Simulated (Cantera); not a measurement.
Input: 1 mol Si, 0.12 mol Cl₂, 0.55 mol N₂, held at 650 °C.

Method: chemical equilibrium by Gibbs-energy minimisation in Cantera with the NASA 1993 tables (ideal gas, pure condensed phases). Candidate condensed phases: Si, Si₃N₄; 13 gas species. N₂ is the only nitrogen source here; it is nearly inert below about 1500 K, so the nitride shown seldom forms there in practice. The tables' values for SiCl₃ are old estimates; treat these amounts as uncertain. Kinetics and transport are ignored.

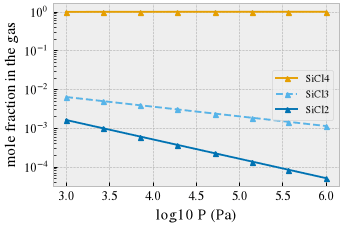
Figure: Equilibrium gas composition (values under 1e-9 drawn at 1e-9)

From 7.50 Torr to 7500 Torr the condensed part is Si(s) + Si₃N₄(s). The main Si-bearing gas is SiCl₄ throughout.
